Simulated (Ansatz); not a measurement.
# Si2O+ (doublet): from Hartree-Fock to the top rungs, cc-pVDZ

How much of the correlation energy of Si2O+ (doublet) does each wave-function method recover here?

Method: cc-pVDZ, core rule «outside noble gas», up to 11 orbitals frozen; program: Ansatz 0.2.0, Gaussian basis.

To be run: UHF; CCSD(T) on ROHF; CCSD(T) on UHF; BCCD(T) on ROHF; CISD; CCSDT(Q) on ROHF; CCSDT(Q) on UHF.

41 further runs of the same task are left out: 10 for a known fault of the program, 19 that didn't finish, 12 set aside as unsound or not needed.

## (1) The geometry

The geometry is a PBE0/def2-TZVP stationary point (not a proven minimum) of the parent state, kept for this charge and spin.

3 atoms, charge 1, spin multiplicity 2.

Atoms are counted from 1 here; the program's logs count them from 0.

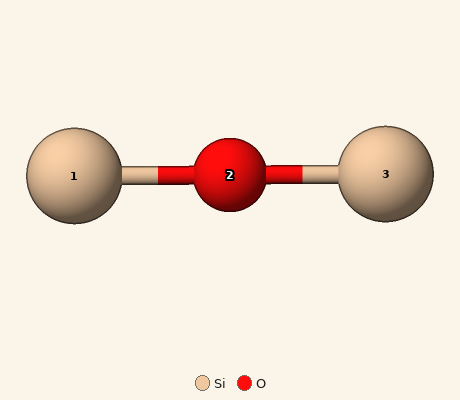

The geometry (silicon light orange, oxygen red); atoms are numbered from 1 in the order of the file.

In the tables R marks a restricted open-shell determinant and U an unrestricted one; energies count from the table's Hartree-Fock row.

## (2) UHF

in.yaml reads:

```yaml
crystal:
  periodic: [false, false, false]
  atoms:
    - {symbol: Si, position_ang: [0.000000, 0.000000, 1.638100]}
    - {symbol: O, position_ang: [0.000000, 0.000000, 0.000000]}
    - {symbol: Si, position_ang: [0.000000, 0.000000, -1.638100]}
basis:
  gaussian: {orbitals: cc-pVDZ}
total_charge: 1
magnetization: {spin_polarized: true, initial_magnetization: 1}
hamiltonian: {xc: hf}
output: {orbitals: {seedname: orbitals}}
```

Started as:

```sh
> ansatz run in.yaml --threads 1 --pin off --events-out ev --progress --plain --max-ram 2393MiB
```

Output:

```text
Functional definition: HF
  name "HF"
  cite "Fock, Z. Phys. 61, 126 (1930) doi:10.1007/BF01340294"
  parent pbe
  exchange = exact_x
  correlation = 0
497 factors; integrals over basis functions are off by at most 4.9e-4 eV
mean field evaluation 1: about -17745.6662 eV, gradient 4.7e1 eV
mean field evaluation 2: about -17745.6708 eV, gradient 4.7e1 eV
mean field evaluation 4: about -17754.2458 eV, gradient 2.6e0 eV
mean field evaluation 8: about -17754.3354 eV, gradient 2.0e-1 eV
mean field evaluation 16: about -17754.3294 eV, gradient 5.1e-1 eV
mean field evaluation 32: about -17754.1227 eV, gradient 3.9e0 eV
mean field evaluation 64: about -17750.4756 eV, gradient 1.6e1 eV
mean field evaluation 96: about -17753.8859 eV, gradient 2.3e0 eV
mean field evaluation 128: about -17750.3609 eV, gradient 1.4e1 eV
mean field evaluation 160: about -17754.3290 eV, gradient 1.9e-1 eV
mean field -17754.33700636 eV, -652.4598506618 hartree, gradient 5.5e-6 eV, S^2 0.792674; 3 other end points of the search recorded, 0 dependent functions left out
reference -17754.33700636 eV, -652.4598506618 hartree; 18, 17 occupied and 32, 33 virtual orbitals, 497 factors
Total energy: -17754.33700636 eV, -652.4598506618 hartree
```

Run time: 1.6 s. Hardware: 1 thread of Arm Neoverse V2, shared host.

From the report: ⟨S²⟩ of the determinant 0.793 (pure doublet: 0.75).

## (3) CCSD(T) on ROHF

in.yaml, as its differences from that of step 2:

```diff
@@ -9,4 +9,4 @@
 total_charge: 1
-magnetization: {spin_polarized: true, initial_magnetization: 1}
-hamiltonian: {xc: hf}
-output: {orbitals: {seedname: orbitals}}
+magnetization: {spin_polarized: false, initial_magnetization: 1}
+correlation: {method: ccsd_t, electrons: outside_noble_gas}
+output: {forces: true}
```

Launched as before.

Output (excerpt; [...] marks lines left out):

```text
Functional definition: HF
  name "HF"
  cite "Fock, Z. Phys. 61, 126 (1930) doi:10.1007/BF01340294"
  parent pbe
[...]
497 factors; integrals over basis functions are off by at most 4.9e-4 eV
[...]
mean field -17754.19078967 eV, -652.4544772977 hartree, gradient 2.5e-6 eV, S^2 0.750000; 10 other end points of the search recorded, 0 dependent functions left out
[...]
determinant -17754.19078967 eV, -652.4544772977 hartree, with singles and doubles -17763.38518593 eV, -652.7923651281 hartree
determinant -17754.16610124 eV, -652.4535700144 hartree, with singles and doubles -17763.40489318 eV, -652.7930893561 hartree
determinant -17752.94311892 eV, -652.4086262432 hartree, with singles and doubles -17762.06687701 eV, -652.7439181687 hartree
determinant -17754.19078967 eV, -652.4544772977 hartree, with singles and doubles -17763.39235230 eV, -652.7926284872 hartree
determinant -17754.16610124 eV, -652.4535700144 hartree, with singles and doubles -17763.40428494 eV, -652.7930670035 hartree
[...]
11 core orbitals not correlated: weight in the atoms' cores, before any rotation towards them, 1.000 or more for the frozen orbitals, at most 0.000 for the correlated occupied ones
reference -17754.16610124 eV, -652.4535700144 hartree; 7, 6 occupied and 32, 33 virtual orbitals, 497 factors
second order -8.44377764 eV of doubles, -0.06652240 eV of singles
cycle   1  -8.63689819 eV  change   -6.6e-1 eV  update   1.0e-1
[...]
cycle  13  -9.23818373 eV  change    6.9e-7 eV  update   4.0e-7
perturbative correction -0.34544735 eV, -0.0126949561 hartree
WARN: these amplitudes may be one of several solutions (largest doubles amplitude 0.06, level shift 2.23 eV)
[...]
Total energy: -17763.74973232 eV, -652.8057619609 hartree
Atom 0 at     0.000000     0.000000     1.638100 Å, force    -0.000000     0.000000     1.763431 eV/Å
Atom 1 at     0.000000     0.000000     0.000000 Å, force    -0.000000    -0.000000    -0.000000 eV/Å
Atom 2 at     0.000000     0.000000    -1.638100 Å, force     0.000000    -0.000000    -1.763431 eV/Å
Dipole moment:     0.000000    -0.000000    -0.000000 e Å
```

Wall time 9 s (1 thread of Arm Neoverse V2, shared host).

From the report: correlation -9.5836 eV; T1 0.026; largest double amplitude 0.06. The report flags that the cluster equations may have other roots.

## (4) CCSD(T) on UHF

in.yaml, as its differences from that of step 3:

```diff
@@ -9,3 +9,3 @@
 total_charge: 1
-magnetization: {spin_polarized: false, initial_magnetization: 1}
+magnetization: {spin_polarized: true, initial_magnetization: 1}
 correlation: {method: ccsd_t, electrons: outside_noble_gas}
```

The command is unchanged.

Output (excerpt; [...] marks lines left out):

```text
Functional definition: HF
  name "HF"
  cite "Fock, Z. Phys. 61, 126 (1930) doi:10.1007/BF01340294"
  parent pbe
[...]
497 factors; integrals over basis functions are off by at most 4.9e-4 eV
[...]
mean field -17754.33700636 eV, -652.4598506618 hartree, gradient 2.5e-6 eV, S^2 0.792674; 13 other end points of the search recorded, 0 dependent functions left out
determinant -17754.33700636 eV, -652.4598506618 hartree, with singles and doubles -17763.40530855 eV, -652.7931046205 hartree
determinant -17754.33646336 eV, -652.4598307069 hartree, with singles and doubles -17763.41037597 eV, -652.7932908450 hartree
determinant -17753.01456152 eV, -652.4112517103 hartree, with singles and doubles -17762.07087299 eV, -652.7440650183 hartree
determinant -17754.33700636 eV, -652.4598506618 hartree, with singles and doubles -17763.40733156 eV, -652.7931789648 hartree
determinant -17754.33646336 eV, -652.4598307069 hartree, with singles and doubles -17763.41029221 eV, -652.7932877667 hartree
11 core orbitals not correlated: weight in the atoms' cores, before any rotation towards them, 1.000 or more for the frozen orbitals, at most 0.000 for the correlated occupied ones
reference -17754.33646336 eV, -652.4598307069 hartree; 7, 6 occupied and 32, 33 virtual orbitals, 497 factors
second order -8.31627322 eV of doubles, -0.00000000 eV of singles
cycle   1  -8.50643458 eV  change   -4.6e-1 eV  update   1.1e-1
[...]
cycle  12  -9.07382782 eV  change    1.1e-6 eV  update   1.3e-6
perturbative correction -0.33479375 eV, -0.0123034432 hartree
WARN: these amplitudes may be one of several solutions (largest doubles amplitude 0.06, level shift 1.12 eV)
[...]
Total energy: -17763.74508493 eV, -652.8055911722 hartree
Atom 0 at     0.000000     0.000000     1.638100 Å, force     0.000000    -0.000000     1.748626 eV/Å
Atom 1 at     0.000000     0.000000     0.000000 Å, force     0.000000     0.000000    -0.000000 eV/Å
Atom 2 at     0.000000     0.000000    -1.638100 Å, force    -0.000000    -0.000000    -1.748626 eV/Å
Dipole moment:    -0.000000    -0.000000    -0.000000 e Å
```

Wall time 8.5 s (1 thread of Arm Neoverse V2, shared host).

From the report: ⟨S²⟩ of the determinant 0.797 (pure doublet: 0.75); correlation -9.4086 eV; T1 0.022; largest double amplitude 0.06. The report flags that the cluster equations may have other roots.

## (5) BCCD(T) on ROHF

in.yaml, as its differences from that of step 4:

```diff
@@ -9,4 +9,3 @@
 total_charge: 1
-magnetization: {spin_polarized: true, initial_magnetization: 1}
-correlation: {method: ccsd_t, electrons: outside_noble_gas}
-output: {forces: true}
+magnetization: {spin_polarized: false, initial_magnetization: 1}
+correlation: {method: bccd_t, electrons: outside_noble_gas}
```

Same command.

Output (excerpt; [...] marks lines left out):

```text
Functional definition: HF
  name "HF"
  cite "Fock, Z. Phys. 61, 126 (1930) doi:10.1007/BF01340294"
  parent pbe
[...]
497 factors; integrals over basis functions are off by at most 4.9e-4 eV
[...]
mean field -17754.19078967 eV, -652.4544772977 hartree, gradient 2.5e-6 eV, S^2 0.750000; 10 other end points of the search recorded, 0 dependent functions left out
[...]
determinant -17754.19078967 eV, -652.4544772977 hartree, with singles and doubles -17763.38518593 eV, -652.7923651281 hartree
determinant -17754.16610124 eV, -652.4535700144 hartree, with singles and doubles -17763.40489318 eV, -652.7930893561 hartree
determinant -17752.94311892 eV, -652.4086262432 hartree, with singles and doubles -17762.06687701 eV, -652.7439181687 hartree
determinant -17754.19078967 eV, -652.4544772977 hartree, with singles and doubles -17763.39235230 eV, -652.7926284872 hartree
determinant -17754.16610124 eV, -652.4535700144 hartree, with singles and doubles -17763.40428494 eV, -652.7930670035 hartree
[...]
11 core orbitals not correlated: weight in the atoms' cores, before any rotation towards them, 1.000 or more for the frozen orbitals, at most 0.000 for the correlated occupied ones
reference -17754.16610124 eV, -652.4535700144 hartree; 7, 6 occupied and 32, 33 virtual orbitals, 497 factors
second order -8.44377764 eV of doubles, -0.06652240 eV of singles
cycle   1  -9.20786434 eV  change    3.0e-2 eV  update   1.4e-2
[...]
cycle  10  -9.21029725 eV  change    5.9e-7 eV  update   1.7e-6
perturbative correction -0.37612516 eV, -0.0138223449 hartree
WARN: these amplitudes may be one of several solutions (largest doubles amplitude 0.06, level shift 2.23 eV)
Total energy: -17763.75252365 eV, -652.8058645403 hartree
```

Wall time 6.5 s (1 thread of Arm Neoverse V2, shared host).

From the report: correlation -9.5864 eV; largest double amplitude 0.06. The report flags that the cluster equations may have other roots.

## (6) CISD

in.yaml, as its differences from that of step 5:

```diff
@@ -10,2 +10,2 @@
 magnetization: {spin_polarized: false, initial_magnetization: 1}
-correlation: {method: bccd_t, electrons: outside_noble_gas}
+correlation: {active_space: {ras: {orbitals: [6, 1, 32], electrons: 13, max_holes: 2, max_particles: 2}, fixed_orbitals: true}}
```

The command is unchanged.

Output:

```text
Functional definition: HF
  name "HF"
  cite "Fock, Z. Phys. 61, 126 (1930) doi:10.1007/BF01340294"
  parent pbe
  exchange = exact_x
  correlation = 0
497 factors; integrals over basis functions are off by at most 4.9e-4 eV
mean field evaluation 1: about -17745.6658 eV, gradient 6.6e1 eV
mean field evaluation 2: about -17745.6704 eV, gradient 6.6e1 eV
mean field evaluation 4: about -17754.1207 eV, gradient 3.2e0 eV
mean field evaluation 8: about -17754.1661 eV, gradient 1.0e-4 eV
mean field evaluation 16: about -17754.1661 eV, gradient 6.2e-5 eV
mean field evaluation 32: about -17753.8189 eV, gradient 7.2e0 eV
mean field evaluation 64: about -17750.1854 eV, gradient 8.0e0 eV
mean field -17754.19078967 eV, -652.4544772977 hartree, gradient 2.5e-6 eV, S^2 0.750000; 9 other end points of the search recorded, 0 dependent functions left out
reference -17754.19078967 eV, -652.4544772977 hartree; 18, 17 occupied and 32, 33 virtual orbitals, 497 factors
state -17762.33254997 eV, -652.7536814699 hartree
Total energy: -17762.33254997 eV, -652.7536814699 hartree
```

Wall time 4.2 s (1 thread of Arm Neoverse V2, shared host).

From the report: 25,939 determinants.

## (7) CCSDT(Q) on ROHF

in.yaml, as its differences from that of step 6:

```diff
@@ -10,2 +10,2 @@
 magnetization: {spin_polarized: false, initial_magnetization: 1}
-correlation: {active_space: {ras: {orbitals: [6, 1, 32], electrons: 13, max_holes: 2, max_particles: 2}, fixed_orbitals: true}}
+correlation: {method: ccsdt_q, electrons: outside_noble_gas}
```

Same command.

Output (excerpt; [...] marks lines left out):

```text
Functional definition: HF
  name "HF"
  cite "Fock, Z. Phys. 61, 126 (1930) doi:10.1007/BF01340294"
  parent pbe
[...]
907 factors; integrals over basis functions are off by at most 1.9e-7 eV
[...]
mean field -17754.19091467 eV, -652.4544818912 hartree, gradient 1.9e-6 eV, S^2 0.750000; 10 other end points of the search recorded, 0 dependent functions left out
[...]
determinant -17754.19091467 eV, -652.4544818912 hartree, with singles and doubles -17763.38533417 eV, -652.7923705756 hartree
determinant -17754.16622087 eV, -652.4535744107 hartree, with singles and doubles -17763.40504296 eV, -652.7930948603 hartree
determinant -17752.94329686 eV, -652.4086327824 hartree, with singles and doubles -17762.06706909 eV, -652.7439252277 hartree
determinant -17754.19091467 eV, -652.4544818912 hartree, with singles and doubles -17763.39250063 eV, -652.7926339384 hartree
determinant -17754.16622087 eV, -652.4535744107 hartree, with singles and doubles -17763.40443493 eV, -652.7930725158 hartree
[...]
11 core orbitals not correlated: weight in the atoms' cores, before any rotation towards them, 1.000 or more for the frozen orbitals, at most 0.000 for the correlated occupied ones
reference -17754.16622087 eV, -652.4535744107 hartree; 7, 6 occupied and 32, 33 virtual orbitals, 907 factors
second order -8.44381509 eV of doubles, -0.06652311 eV of singles
cycle   1  -8.63692886 eV  change   -6.6e-1 eV  update   1.1e-1
[...]
cycle  19  -9.61491478 eV  change   -1.3e-7 eV  update   1.1e-7
perturbative correction -0.03301663 eV, -0.0012133386 hartree
WARN: these amplitudes may be one of several solutions (largest doubles amplitude 0.08, level shift 2.23 eV)
Total energy: -17763.81415227 eV, -652.8081293503 hartree
```

It took 57 s on 1 thread of Arm Neoverse V2, shared host; peak memory 0.68 GiB.

From the report: correlation -9.6479 eV; T1 0.026; largest double amplitude 0.08. The report flags that the cluster equations may have other roots.

## (8) CCSDT(Q) on UHF

in.yaml, as its differences from that of step 7:

```diff
@@ -9,3 +9,3 @@
 total_charge: 1
-magnetization: {spin_polarized: false, initial_magnetization: 1}
+magnetization: {spin_polarized: true, initial_magnetization: 1}
 correlation: {method: ccsdt_q, electrons: outside_noble_gas}
```

Same command.

Output (excerpt; [...] marks lines left out):

```text
Functional definition: HF
  name "HF"
  cite "Fock, Z. Phys. 61, 126 (1930) doi:10.1007/BF01340294"
  parent pbe
[...]
907 factors; integrals over basis functions are off by at most 1.9e-7 eV
[...]
mean field -17754.33713033 eV, -652.4598552175 hartree, gradient 2.8e-6 eV, S^2 0.792672; 13 other end points of the search recorded, 0 dependent functions left out
determinant -17754.33713033 eV, -652.4598552175 hartree, with singles and doubles -17763.40545464 eV, -652.7931099893 hartree
determinant -17754.33658638 eV, -652.4598352281 hartree, with singles and doubles -17763.41052536 eV, -652.7932963348 hartree
determinant -17753.01473742 eV, -652.4112581745 hartree, with singles and doubles -17762.07106491 eV, -652.7440720713 hartree
determinant -17754.33713033 eV, -652.4598552175 hartree, with singles and doubles -17763.40747867 eV, -652.7931843712 hartree
determinant -17754.33658638 eV, -652.4598352281 hartree, with singles and doubles -17763.41044145 eV, -652.7932932513 hartree
11 core orbitals not correlated: weight in the atoms' cores, before any rotation towards them, 1.000 or more for the frozen orbitals, at most 0.000 for the correlated occupied ones
reference -17754.33658638 eV, -652.4598352281 hartree; 7, 6 occupied and 32, 33 virtual orbitals, 907 factors
second order -8.31630543 eV of doubles, -0.00000000 eV of singles
cycle   1  -8.50646103 eV  change   -4.6e-1 eV  update   1.2e-1
[...]
cycle  16  -9.44478668 eV  change   -8.4e-7 eV  update   1.2e-6
perturbative correction -0.03848449 eV, -0.0014142789 hartree
WARN: these amplitudes may be one of several solutions (largest doubles amplitude 0.07, level shift 1.12 eV)
Total energy: -17763.81985756 eV, -652.8083390157 hartree
```

Wall time 29 s (1 thread of Arm Neoverse V2, shared host); peak memory 0.42 GiB.

From the report: ⟨S²⟩ of the determinant 0.797 (pure doublet: 0.75); correlation -9.4833 eV; T1 0.023; largest double amplitude 0.07. The report flags that the cluster equations may have other roots.

## (9) All levels against the top one

No level here is safe as a reference; RCCSDT(Q) serves as a yardstick only. Rows without a time come out of other runs: HF, MP2 and CCSD of CCSD(T), CCSDT of CCSDT(Q). The times of RCCSD(T), UCCSD(T) include forces.

Differences are taken before rounding.

| method | energy from the lowest RHF (meV) | from RCCSDT(Q) (meV) | time |
| --- | --- | --- | --- |
| RHF | 0.0 | +9623.4 |  |
| UHF | -146.2 | +9477.1 | 1.6 s |
| RMP2 | -8485.6 | +1137.8 |  |
| UMP2 | -8461.9 | +1161.4 |  |
| CISD | -8141.8 | +1481.6 | 4.2 s |
| RCCSD | -9213.5 | +409.9 |  |
| UCCSD | -9219.5 | +403.9 |  |
| RCCSD(T) | -9558.9 | +64.4 | 9 s |
| UCCSD(T) | -9554.3 | +69.1 | 8.5 s |
| BCCD(T) | -9561.7 | +61.6 | 6.5 s |
| RCCSDT | -9590.3 | +33.0 |  |
| UCCSDT | -9590.6 | +32.8 |  |
| RCCSDT(Q) | -9623.4 | 0 | 57 s |
| UCCSDT(Q) | -9629.1 | -5.7 | 29 s |

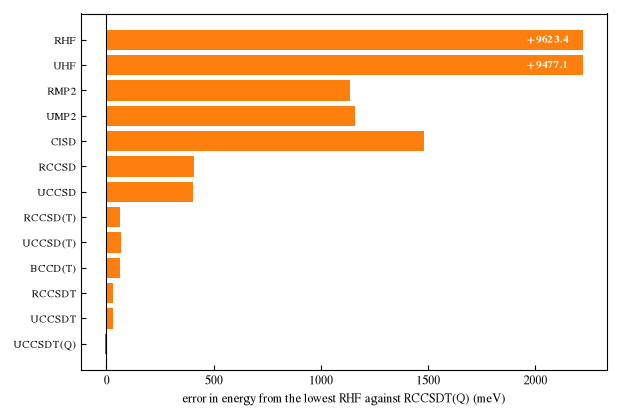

Error of each method against RCCSDT(Q). Bars with a number in them are cut short.

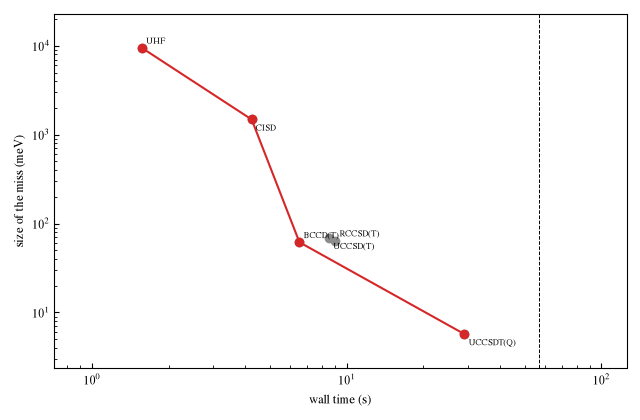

Accuracy for the time spent; red marks the levels that beat every quicker one drawn (of those quicker than the yardstick), and the dashed line is the time of RCCSDT(Q). Times are from a shared host.

The program flags RCCSD(T), UCCSD(T), BCCD(T), RCCSDT(Q), UCCSDT(Q) as in doubt (see the logs), so the zero of the table is itself unsure.

## (10) What came out

| quantity | value |
| --- | --- |
| RCCSDT(Q) below the RHF energy | -9.6234 eV |
| RMP2 from RCCSDT(Q) | +1137.8 meV |
| UMP2 from RCCSDT(Q) | +1161.4 meV |
| RCCSD from RCCSDT(Q) | +409.9 meV |
| RCCSD(T) from RCCSDT(Q) | +64.4 meV |
| UCCSD(T) from RCCSDT(Q) | +69.1 meV |
| UCCSDT(Q) from RCCSDT(Q) | -5.7 meV |
| T1 diagnostic | 0.026 |

In words: RCCSD(T) lands +64.4 meV from the yardstick (0.7 % of the correlation energy). Coupled cluster took another determinant than the lowest Hartree-Fock one. Warnings: coupled cluster took another determinant than the lowest.
